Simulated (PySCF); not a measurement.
```xyz
2

Ge    0.0000    0.0000   -0.7675
Cl    0.0000    0.0000    1.6225
```

Level of theory: PBE0/aug-cc-pVDZ(-PP), non-relativistic Hamiltonian with scalar-relativistic core potentials where named, at a bond length of 2.390 Å in PySCF 2.14.0.

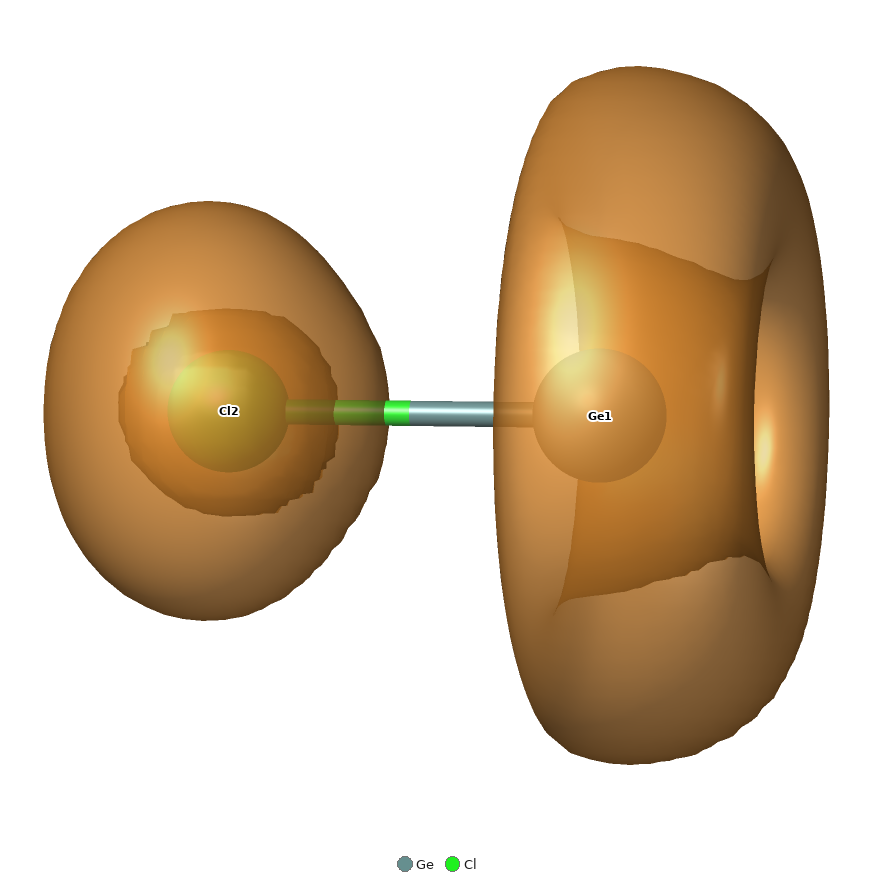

GeCl (charge −1, triplet). Isosurface of the electron localisation function at 0.75 (orange), seen from one side. Core shells and regions of very low density are left out.

**Describe the localisation domains.**

The surface consists of one region wrapped around Cl (its valence shell) and one region wrapped around Ge (its valence shell). Along the contacts the grid gives the following. Ge–Cl (2.39 Å): the ELF peaks at about 0.85 in the valence shell of Cl, 0.8 Å from its nucleus, and is about 0.50 at the midpoint.
